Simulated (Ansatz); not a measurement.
**Screening in C4S5O (Pc)**

Wanted: ε∞ of C4S5O (Pc) from perturbation theory, a sum over states and the RPA step of G0W0, with cost.

Main program and level: Ansatz 0.2.0; linear response on PBE, plane waves, PAW.

### Step 1. The starting structure

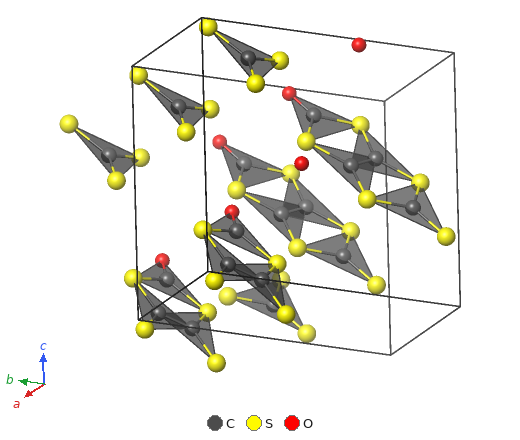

Start, viewed from a free direction; carbon dark grey, sulfur yellow, oxygen red. 2×1×1 cells are drawn. Bonds to atoms that aren't drawn are left out. Some periodic images of atoms are drawn too.

Geometry: measured cell, ions relaxed with PBE. The runs that relaxed it are not among those shown.

### Step 2. Response to a homogeneous field

ε∞ sets how strongly the crystal screens. Perturbation theory gives it with local fields and without a sum over empty bands.

This step: dielectric response by perturbation theory, PBE, plane waves, PAW; PAW set soft_1.

The input, input.yaml:

```yaml
crystal:
  lattice:
    - [3.9638, 0.0, 0.0]
    - [0.0, 11.0211, 0.0]
    - [-2.2503537532, 0.0, 8.5408209769]
  atoms:
    - { symbol: C, position: [0.9954444397, 0.1796739709, 0.3639247569] }
    - { symbol: C, position: [0.9954444397, 0.8203260291, 0.8639247569] }
    - { symbol: C, position: [0.4303161322, 0.201707041, 0.6372972353] }
    - { symbol: C, position: [0.4303161322, 0.798292959, 0.1372972353] }
    - { symbol: C, position: [0.7934383888, 0.3409955639, 0.8579692616] }
    - { symbol: C, position: [0.7934383888, 0.6590044361, 0.3579692616] }
    - { symbol: C, position: [0.3676703384, 0.3173331213, 0.5811982461] }
    - { symbol: C, position: [0.3676703384, 0.6826668787, 0.0811982461] }
    - { symbol: S, position: [0.7175656305, 0.1290236316, 0.2041229421] }
    - { symbol: S, position: [0.7175656305, 0.8709763684, 0.7041229421] }
    - { symbol: S, position: [0.2162793335, 0.0863359043, 0.5167550488] }
    - { symbol: S, position: [0.2162793335, 0.9136640957, 0.0167550488] }
    - { symbol: S, position: [0.7019628428, 0.181898402, 0.8234195846] }
    - { symbol: S, position: [0.7019628428, 0.818101598, 0.3234195846] }
    - { symbol: S, position: [0.0945683707, 0.3332646569, 0.3947420537] }
    - { symbol: S, position: [0.0945683707, 0.6667353431, 0.8947420537] }
    - { symbol: S, position: [0.5678526524, 0.4359530879, 0.6984529155] }
    - { symbol: S, position: [0.5678526524, 0.5640469121, 0.1984529155] }
    - { symbol: O, position: [-0.010268129, 0.3802644671, 0.9759479553] }
    - { symbol: O, position: [-0.010268129, 0.6197355329, 0.4759479553] }
kpoints:
  mp_grid: { grid: [6, 2, 4] }
hamiltonian:
  xc: pbe
  pseudopotentials: { kind: paw, azcp: { folder: soft_1 } }
scf:
  occupations: { method: fixed }
dielectric: {}
```

Run with:

```console
> ansatz run input.yaml --threads 2 --pin off --max-ram 92160MiB --backend cuda --events-out ev --progress --plain --runs-dir out --devices 1 --max-vram 13GiB
```

Numbers of over 12 decimals in the logs are rounded to 6 here.

Log:

```text
GPUs: using 1 of 1 available (devices: 1).
Engine: ansatz 0.2.0, x86_64-unknown-linux-gnu
Pseudopotentials: kind: paw
Pseudopotential: C, paw, valence charge 4, recommended cutoff 420 eV (normal), soft_1/C.paw.azcp
Pseudopotential: S, paw, valence charge 6, recommended cutoff 420 eV (normal), soft_1/S.paw.azcp
Pseudopotential: O, paw, valence charge 6, recommended cutoff 420 eV (normal), soft_1/O.paw.azcp
Functional definition: PBE
  parameter kappa = 0.804
  parameter beta = 0.066725
  exchange = pbe_x(kappa = kappa, mu = beta*pi^2/3)
  correlation = pbe_c(beta = beta)
device memory: the entry about to start is reckoned to put 3.7 GiB on a device that reports 64.4 GiB free (of which the cap on the GPU budget leaves the run 13.0 GiB)
GPU FFT provider: cuFFT
GPU libraries: cuBLAS 13.8.2, cuFFT 12.4.0, cuSOLVER 12.3.4
Crystal: 20 atoms, lattice volume = 373.109 Å³
Basis set: ecut = 420 eV, 7335 PW (Γ), exchange–correlation on 54×150×120 points (8 copies of the dense FFT grid, shifted against one another)
Bands: 72, of which v1, the nominal top of the filled ones, is band 52 counted from 1 (51 counted from 0)
Symmetry: 2 space group operations
k-points: 28 of 48 (irreducible under 1 space group operation, time reversal used)
Non-local potential: C, projectors of the file, l = 0: 2, l = 1: 2, l = 2: 1
Non-local potential: S, projectors of the file, l = 0: 2, l = 1: 2, l = 2: 1
Non-local potential: O, projectors of the file, l = 0: 2, l = 1: 2, l = 2: 1
PAW form: soft (Blöchl's): semilocal exchange-correlation on the pseudo side does not see the compensation charge
PAW one-centre angular grid: C, 110 points (default); XC on 64 Gauss nodes
PAW one-centre angular grid: S, 110 points (default); XC on 64 Gauss nodes
PAW one-centre angular grid: O, 110 points (default); XC on 64 Gauss nodes
Initial density: superposition of atomic densities (chi_scale 0.1, normalization cell, long waves kept (reshape's long-wave potential 0.98 eV rms))
Initial wavefunctions: pseudopotential atomic-orbital guess
GPU buffer pool allocated for 121500 grid points (all kernels)
GPU transforms: local potential and band sums: pruned to the plane-wave sphere, on 27×75×60
Functional: x = pbe(κ = 0.804, μ = 0.219515), c = pbe(β = 0.066725)
SCF iter   1: F=—  HF=-12165.169992 eV  |F-HF|=—  |Δ(HF+E_count)|=         —  Δρ=7.74e-2  dr2=4.25e1  ethr=3.10e-3  ⟨swp⟩=5.0  Hψ=8548  notcnv=0  defer=504
preconditioner: auto → Resta (q_TF=auto, 2.205 Å⁻¹)  ε∞=4.0  [insulator: Δε(μ)=0.975 eV  Ē_g=10.950 eV  n_scr=62 (ndim 8)  ℏωp=18.8 eV  f_vac=0.025  ε∞_Penn≈4.0]
SCF iter   2: F=—  HF=-12156.795243 eV  |F-HF|=—  |Δ(HF+E_count)|=    8.37e0  Δρ=3.55e-2  dr2=3.60e0  ethr=3.10e-3  ⟨swp⟩=4.0  Hψ=4787  notcnv=0  defer=492
SCF iter   3: F=—  HF=-12156.076529 eV  |F-HF|=—  |Δ(HF+E_count)|=   7.19e-1  Δρ=1.68e-2  dr2=9.32e-1  ethr=3.10e-3  ⟨swp⟩=2.0  Hψ=3904  notcnv=0  defer=449
SCF iter   4: F=—  HF=-12155.938966 eV  |F-HF|=—  |Δ(HF+E_count)|=   1.38e-1  Δρ=8.04e-3  dr2=2.14e-1  ethr=8.96e-4  ⟨swp⟩=2.0  Hψ=3163  notcnv=0  defer=504
SCF iter   5: F=—  HF=-12155.912706 eV  |F-HF|=—  |Δ(HF+E_count)|=   2.63e-2  Δρ=2.01e-3  dr2=1.49e-2  ethr=2.06e-4  ⟨swp⟩=2.0  Hψ=3835  notcnv=0  defer=504
SCF iter   6: F=—  HF=-12155.919606 eV  |F-HF|=—  |Δ(HF+E_count)|=   6.90e-3  Δρ=9.27e-4  dr2=4.21e-3  ethr=1.44e-5  ⟨swp⟩=2.1  Hψ=2742  notcnv=0  defer=504
SCF iter   7: F=—  HF=-12155.920858 eV  |F-HF|=—  |Δ(HF+E_count)|=   1.25e-3  Δρ=2.60e-4  dr2=3.32e-4  ethr=4.04e-6  ⟨swp⟩=2.0  Hψ=2824  notcnv=0  defer=504
SCF iter   8: F=—  HF=-12155.921422 eV  |F-HF|=—  |Δ(HF+E_count)|=   5.65e-4  Δρ=1.23e-4  dr2=8.86e-5  ethr=3.19e-7  ⟨swp⟩=2.0  Hψ=3001  notcnv=0  defer=504
SCF iter   9: F=—  HF=-12155.921445 eV  |F-HF|=—  |Δ(HF+E_count)|=   2.28e-5  Δρ=4.00e-5  dr2=7.62e-6  ethr=8.52e-8  ⟨swp⟩=2.0  Hψ=2880  notcnv=0  defer=493
SCF iter  10: F=—  HF=-12155.921323 eV  |F-HF|=—  |Δ(HF+E_count)|=   1.22e-4  Δρ=1.46e-5  dr2=1.10e-6  ethr=7.32e-9  ⟨swp⟩=2.0  Hψ=3266  notcnv=0  defer=455
[...]
SCF iter  13: F=—  HF=-12155.921324 eV  |F-HF|=—  |Δ(HF+E_count)|=   1.66e-8  Δρ=7.03e-7  dr2=3.25e-9  ethr=1.30e-11  ⟨swp⟩=2.0  Hψ=3048  notcnv=0  defer=457
SCF iter  14: F=—  HF=-12155.921324 eV  |F-HF|=—  |Δ(HF+E_count)|=  7.77e-10  Δρ=2.91e-7  dr2=3.04e-10  ethr=3.13e-12  ⟨swp⟩=2.0  Hψ=2716  notcnv=0  defer=457
SCF iter  15: F=—  HF=-12155.921324 eV  |F-HF|=—  |Δ(HF+E_count)|=  3.04e-10  Δρ=2.89e-7  dr2=2.84e-10  ethr=1.00e-12  ⟨swp⟩=15.4  Hψ=12505  notcnv=0
SCF iter  16: F=-12155.921324 eV  HF=-12155.921324 eV  |F-HF|=1.82e-12  |Δ(HF+E_count)|=  1.46e-11  Δρ=4.15e-8  dr2=8.23e-12  ethr=1.00e-12  ⟨swp⟩=2.0  Hψ=5094  notcnv=0
SCF 1 converged in 16 iterations: F = -12155.921324 eV  dr2 = 8.23e-12
  greatest PAW one-centre occupation: 0.878 electrons in one spin orbital (limit 2), on the O atom at site 19 (counted from 0), in its partial waves of l = 0
the response reads at least the filled bands of the reference SCF and the lowest empty band at each k-point, and that SCF's band table does not vouch for those bands. The notice of the band table in this run's record says why
device memory: the entry about to start is reckoned to put 1.4 GiB on a device that reports 66.8 GiB free (of which the cap on the GPU budget leaves the run 12.8 GiB)
NSCF: frozen V_eff on 1 k-points
device memory: the entry about to start is reckoned to put 1.4 GiB on a device that reports 66.8 GiB free (of which the cap on the GPU budget leaves the run 12.8 GiB)
NSCF: frozen V_eff on 1 k-points
device memory: the entry about to start is reckoned to put 0.1 GiB (of the 0.3 GiB reckoned in all, the device holds 0.3 GiB already) on a device that reports 66.7 GiB free (of which the cap on the GPU budget leaves the run 12.8 GiB)
device memory: the entry about to start is reckoned to put 3.4 GiB (of the 3.7 GiB reckoned in all, the device holds 0.3 GiB already) on a device that reports 66.7 GiB free (of which the cap on the GPU budget leaves the run 12.8 GiB)
DFPT response loops at Γ: preconditioner auto → Resta (q_TF=auto, 2.205 Å⁻¹)  ε∞=6.2 (no band partly filled); β = 1.00, the filter's whole step (`scf.mixing.beta` (0.50) is not read by the response loops at its default; to damp them type it under 1.00, their step now; it binds the ground state too); Broyden in place of MSR1
── the response to a field inside a basis, on 6×2×4 k-points: an SCF that follows is theirs, and a resumed run solves both again ──
device memory: the entry about to start is reckoned to put 0.7 GiB on a device that reports 58.7 GiB free (of which the cap on the GPU budget leaves the run 12.7 GiB)
GPU FFT provider: cuFFT
GPU libraries: cuBLAS 13.8.2, cuFFT 12.4.0, cuSOLVER 12.3.4
Bands: 53, of which v1, the nominal top of the filled ones, is band 52 counted from 1 (51 counted from 0)
k-points: 12 of 48 (time reversal used)
Initial density: handed on by an earlier stage of this run
Initial wavefunctions: pseudopotential atomic-orbital guess (no wavefunctions were taken with the density)
GPU buffer pool allocated for 121500 grid points (all kernels)
GPU transforms: band sums: pruned to the plane-wave sphere, on 27×75×60
Eigensolver: Dense (12 Hₖ)
SCF iter   1: F=—  HF=-12155.636233 eV  |F-HF|=—  |Δ(HF+E_count)|=         —  Δρ=4.27e-4  dr2=1.96e-4  ethr=1.00e-1
preconditioner: auto → Resta (q_TF=auto, 2.205 Å⁻¹)  ε∞=5.4  [insulator: Δε(μ)=1.708 eV  Ē_g=9.170 eV  n_scr=62 (ndim 8)  ℏωp=19.2 eV  f_vac=0.053  ε∞_Penn≈5.4]
SCF iter   2: F=—  HF=-12155.636387 eV  |F-HF|=—  |Δ(HF+E_count)|=   1.53e-4  Δρ=2.32e-4  dr2=6.05e-5  ethr=1.89e-7
SCF iter   3: F=—  HF=-12155.636456 eV  |F-HF|=—  |Δ(HF+E_count)|=   6.92e-5  Δρ=3.15e-5  dr2=3.62e-6  ethr=5.82e-8
SCF iter   4: F=—  HF=-12155.636456 eV  |F-HF|=—  |Δ(HF+E_count)|=   1.76e-7  Δρ=1.36e-5  dr2=7.21e-7  ethr=3.48e-9
SCF iter   5: F=—  HF=-12155.636456 eV  |F-HF|=—  |Δ(HF+E_count)|=   1.32e-7  Δρ=4.86e-6  dr2=1.33e-7  ethr=6.93e-10
SCF iter   6: F=-12155.636456 eV  HF=-12155.636456 eV  |F-HF|=1.36e-8  |Δ(HF+E_count)|=   3.55e-8  Δρ=1.21e-6  dr2=7.44e-9  ethr=1.28e-10
SCF 1 converged in 6 iterations: F = -12155.636456 eV  dr2 = 7.44e-9
device memory: the entry about to start is reckoned to put 0.1 GiB (of the 0.2 GiB reckoned in all, the device holds 0.1 GiB already) on a device that reports 61.4 GiB free (of which the cap on the GPU budget leaves the run 12.6 GiB)
device memory: the entry about to start is reckoned to put 3.5 GiB (of the 3.6 GiB reckoned in all, the device holds 0.1 GiB already) on a device that reports 61.2 GiB free (of which the cap on the GPU budget leaves the run 12.4 GiB)
DFPT response loops at Γ: preconditioner auto → Resta (q_TF=auto, 2.205 Å⁻¹)  ε∞=5.9 (no band partly filled); β = 1.00, the filter's whole step (`scf.mixing.beta` (0.50) is not read by the response loops at its default; to damp them type it under 1.00, their step now; it binds the ground state too); Broyden in place of MSR1
SCF converged after 16 iterations
Free energy (F): -12155.921324 eV
Harris-Foulkes:  -12155.921324 eV  (|F-HF|=1.82e-12)
Internal energy: -12155.921324 eV  (E = F + TS)
E sigma→0 (E₀):  -12155.921324 eV
Fermi energy:    3.446061 eV
--- Per-component energies (eV) ---
  E_band       = -452.432685
  E_kinetic    = 2081.223901
  E_local      = -4786.603364  (includes V_loc(G=0)·N_el)
  E_nonlocal   = 641.683968
  E_hartree    = 1655.678251
  E_xc         = -1395.678767
  E_vxc        = -1455.479355  (∫ρ·V_xc dr)
  E_paw        = -7210.051470  (= ΣΔE_a)
  E_vpaw       = -244.615968  (= ΣTr[D̂ρ^β])
  E_aug_tail   = 0.001685  (compensation charges beyond the density's cutoff)
  E_ewald      = -3142.175527
  E_smearing   = -0.000000  (= −TS)
  E_closure    = 0.000000  (closes the sum)
  Σ components = -12155.921324   (vs F -12155.921324, Δ=0.00e0)
--- Band table (eV; the first three rows and the last of 28) ---
  k-point 0: bands = [... 48 lower, 2.5714, 2.9670, 3.0412, 3.0872, 5.6178, 5.6636, 6.3067, 6.3897, ... 16 higher]
  k-point 1: bands = [... 48 lower, 2.6716, 2.9479, 3.1131, 3.1454, 5.6219, 5.6747, 6.3097, 6.3288, ... 16 higher]
  k-point 2: bands = [... 48 lower, 2.8485, 2.8485, 3.1818, 3.1818, 5.6629, 5.6629, 6.2919, 6.2919, ... 16 higher]
  k-point 27: bands = [... 48 lower, 2.7837, 2.7837, 3.2329, 3.2329, 5.4066, 5.4066, 6.1304, 6.1304, ... 16 higher]
--- Dielectric response (ions clamped): 3 representative field directions + reference, inside a basis on a mesh of 48 k-points (Σ response iterations 21) ---
  ε∞ (high-frequency dielectric tensor):
        3.160443     0.000000     1.047514
        0.000000     4.332141     0.000000
        1.047514     0.000000     4.975385
  Born effective charges Z* (e; rows j = field, columns β = displacement):
    site 0:
         0.42860    0.35715    1.24376
         0.58756    0.65555    0.94823
         1.39041    0.62144    2.18668
    site 1:
         0.42860   -0.35715    1.24376
        -0.58756    0.65555   -0.94823
         1.39041   -0.62144    2.18668
    site 2:
        -0.05408   -0.10649    0.19715
         0.09599   -0.50203    0.20930
         0.24657   -0.12476    0.16566
    site 3:
        -0.05408    0.10649    0.19715
        -0.09599   -0.50203   -0.20930
         0.24657    0.12476    0.16566
    site 4:
         0.57927    0.22241    1.06388
         0.58977    1.52535    0.87109
         1.06065    0.29727    2.19822
    site 5:
         0.57927   -0.22241    1.06388
        -0.58977    1.52535   -0.87109
         1.06065   -0.29727    2.19822
    site 6:
        -0.12031    0.21795    0.06268
         0.12091   -0.10312    0.09815
         0.03709    0.51782   -0.06524
    site 7:
        -0.12031   -0.21795    0.06268
        -0.12091   -0.10312   -0.09815
         0.03709   -0.51782   -0.06524
    site 8:
        -0.67218   -0.37640   -0.81993
        -0.42767   -0.68505   -0.75825
        -0.81255   -0.76235   -1.95919
    site 9:
        -0.67218    0.37640   -0.81993
         0.42767   -0.68505    0.75825
        -0.81255    0.76235   -1.95919
    site 10:
         0.20462    0.28882   -0.31060
        -0.09429    0.67536   -0.21028
        -0.31236    0.64958   -0.48043
    site 11:
         0.20462   -0.28882   -0.31060
         0.09429    0.67536    0.21028
        -0.31236   -0.64958   -0.48043
    site 12:
         0.12747   -0.42466   -0.09960
[...]
site 13:
[...]
site 14:
[...]
site 15:
[...]
site 16:
         0.11366    0.36019   -0.37094
         0.00890    0.36786    0.04167
        -0.29189    0.64239   -0.63463
    site 17:
         0.11366   -0.36019   -0.37094
        -0.00890    0.36786   -0.04167
        -0.29189   -0.64239   -0.63463
    site 18:
        -0.80518   -0.39473   -0.91715
        -0.59334   -1.15241   -1.07189
        -0.90573   -0.70260   -2.16654
    site 19:
        -0.80518    0.39473   -0.91715
         0.59334   -1.15241    1.07189
        -0.90573    0.70260   -2.16654
  Z* charge neutrality: 3.190e-2 e pre-enforcement
  solved inside a basis spanned on kpoints, on 6×2×4 k-points, its susceptibility summed on 10×4×4: ε∞ is read to err by 2.4e-2, Z* by 1.4e-2 e (field_mesh: kpoints solves on kpoints); Z* is corrected for what the basis lacks
```

The job ended after 84 s (1 × NVIDIA H100 80GB HBM3 (shared by 6 runs) with 2 threads of AMD EPYC 7R13 (Zen 3), shared host; peak memory 4.4 GiB; 1.9 min of CPU time).

Numbers from this step:

```yaml
stated_error_of_eps_infinity: 0.024
```

One over ε∞ averages 0.26, near the quarter of exact exchange in PBE0.

High-frequency dielectric tensor:

```
3.16 0.00 1.05
0.00 4.33 0.00
1.05 0.00 4.98
```

Born effective charge (e), principal values of the symmetric part by kind of site:

```
atom  atoms with these values    low  middle   high   mean
  C1                        2  -0.28    0.33   3.22   1.09
  C3                        2  -0.51   -0.19   0.30  -0.13
  C5                        2   0.04    1.21   3.05   1.43
  C7                        2  -0.42   -0.15   0.28  -0.10
  S9                        2  -2.72   -0.33  -0.26  -1.11
 S11                        2  -0.64    0.32   0.72   0.13
 S13                        2  -0.78    0.28   0.62   0.04
 S15                        2  -0.80    0.32   0.66   0.06
 S17                        2  -0.88    0.23   0.50  -0.05
 O19                        2  -3.14   -0.64  -0.34  -1.37
```

In full for C7:

```
-0.12  0.22  0.06
 0.12 -0.10  0.10
 0.04  0.52 -0.07
```

### Step 3. Independent-particle spectrum

The independent-particle spectrum shows where the oscillator strength lies, before excitons and local fields.

This step: independent-particle optics on PBE, plane waves, PAW; PAW set soft_1.

Changes to input.yaml since step 2:

```diff
@@ -33,2 +33,4 @@
   occupations: { method: fixed }
-dielectric: {}
+  n_extra_bands: 255
+output:
+  optics: { e_range: [0, 25], de: 0.1, sigma: 0.2 }
```

Log:

```text
[...]
GPUs: using 1 of 1 available (devices: 1).
[...]
GPU FFT provider: cuFFT
GPU libraries: cuBLAS 13.8.2, cuFFT 12.4.0, cuSOLVER 12.3.4
Crystal: 20 atoms, lattice volume = 373.109 Å³
Basis set: ecut = 420 eV, 7335 PW (Γ)
Bands: 307, of which v1, the nominal top of the filled ones, is band 52 counted from 1 (51 counted from 0)
Symmetry: 2 space group operations
[...]
k-points: 28 of 48 (time reversal used)
[...]
GPU buffer pool allocated for 121500 grid points (all kernels)
[...]
SCF iter   1: F=—  HF=-12165.174579 eV  |F-HF|=—  |Δ(HF+E_count)|=         —  Δρ=7.73e-2  dr2=4.26e1  ethr=3.10e-3  ⟨swp⟩=4.0  Hψ=31136  notcnv=0  defer=7080
[...]
SCF iter  18: F=-12155.921634 eV  HF=-12155.921634 eV  |F-HF|=3.64e-12  |Δ(HF+E_count)|=  2.18e-11  Δρ=3.56e-8  dr2=4.29e-12  ethr=1.00e-12  ⟨swp⟩=15.6  Hψ=78094  notcnv=0
SCF 1 converged in 18 iterations: F = -12155.921634 eV  dr2 = 4.29e-12
[...]
Optics k sum: 0 of 28 k-points
Optics k sum: 2 of 28 k-points
[...]
Optics k sum: 28 of 28 k-points
[...]
SCF converged after 18 iterations
Free energy (F): -12155.921634 eV
[...]
Internal energy: -12155.921634 eV  (E = F + TS)
E sigma→0 (E₀):  -12155.921634 eV
Fermi energy:    3.446061 eV
[...]
--- Band table (eV; the first three rows and the last of 28) ---
  k-point 0: bands = [... 48 lower, 2.5714, 2.9670, 3.0412, 3.0872, 5.6178, 5.6636, 6.3067, 6.3897, ... 251 higher]
  k-point 1: bands = [... 48 lower, 2.6717, 2.9479, 3.1131, 3.1454, 5.6219, 5.6747, 6.3097, 6.3288, ... 251 higher]
  k-point 2: bands = [... 48 lower, 2.8485, 2.8485, 3.1818, 3.1818, 5.6629, 5.6629, 6.2919, 6.2919, ... 251 higher]
  k-point 27: bands = [... 48 lower, 2.7837, 2.7837, 3.2329, 3.2329, 5.4066, 5.4066, 6.1304, 6.1304, ... 251 higher]
```

Wall time 2.2 min (1 × NVIDIA H100 80GB HBM3 (shared by 6 runs) with 2 threads); peak memory 5.8 GiB; 2.3 min of CPU time.

Numbers from this step:

```
ε∞ without local fields (xx, yy, zz)                                   : 3.928, 5.951, 6.814
electrons in the f-sum (xx, yy, zz)                                    : 83.62, 85.45, 86.33
bands in the explicit sum (the static value is completed to all bands) : 307
```

The sum gives ε∞ = 3.93, 5.95 and 6.81 without local fields.

The ε₂ has structure finer than the step of the table below, so its rows give means over 2 eV, whole bins alone (the curve runs from 0 to 25 eV). Peaks (eV: height): xx 2.5: 2.73, 5.0: 3.05, 7.8: 3.21, 9.7: 4.74, 12.6: 3.67; yy 2.4: 2.64, 3.5: 8.21, 4.9: 8.59, 7.9: 5.85, 9.7: 8.01; zz 2.5: 7.05, 3.5: 4.37, 5.1: 8.32, 7.8: 7.80, 9.7: 6.52.

Independent particles, no local fields, Gaussian width 0.2 eV. ε₂ against photon energy; means over each step:

```csv
photon energy (eV),xx,yy,zz
2,0.905,0.998,2.90
4,1.25,5.30,3.71
6,1.53,3.81,4.44
8,2.59,4.07,5.26
10,4.07,4.82,4.44
12,3.12,2.24,2.53
14,1.75,1.87,1.41
16,1.38,0.976,0.762
18,0.909,0.504,0.540
20,0.587,0.304,0.336
22,0.414,0.225,0.274
24,0.270,0.183,0.202
```

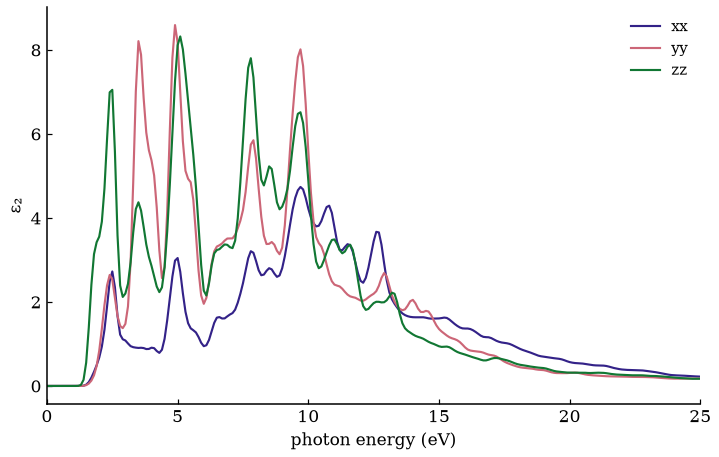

ε₂ against photon energy.

Independent particles, no local fields, Gaussian width 0.2 eV. Loss function against photon energy; read off at these points:

```csv
photon energy (eV),xx,yy,zz
0.00,0,0,0
2.50,0.121,0.0487,0.0968
5.00,0.153,0.113,0.0823
7.50,0.103,0.140,0.0954
10.00,0.211,0.148,0.169
12.50,0.280,0.455,0.442
15.00,0.622,0.536,0.759
17.50,0.970,1.19,1.48
19.50,1.52,3.25,2.85
19.60,1.54,3.23,2.87
20.00,1.73,2.93,2.73
21.80,1.97,1.85,1.94
22.50,1.77,1.45,1.57
25.00,0.997,0.725,0.788
```

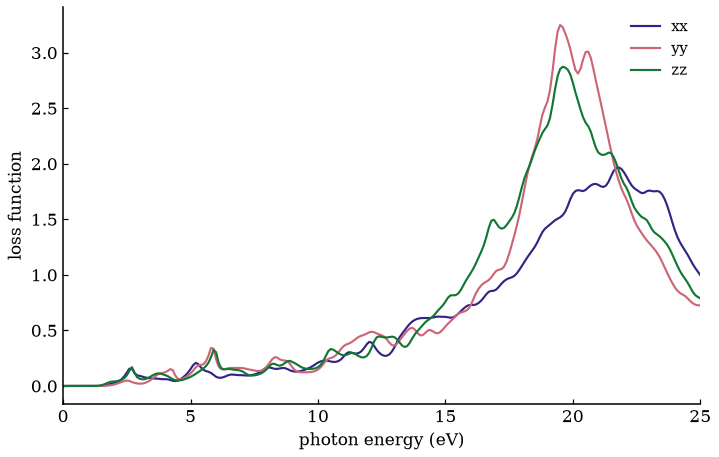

Loss function, plotted against photon energy.

[end of part 1 of 2]

[Paths, hosts, dates, memory and timing lines, banners, echoed tables and standing remarks are left out of the program output.]

[Logs are printed without paths, hosts, clocks, repeated set-up lines and the standing remarks that a program may print on its own settings, such as how far it seeks lower states.]

[Runs of the session that timed out or met a known fault of the program may be left out.]

[Cells called generated may have been cut or substituted from an entry of the Crystallography Open Database or the Materials Project.]

[Hosts, paths, dates, database ids (printed as entryN), source tags and the programs' standing remarks are cut or masked in the printed files.]
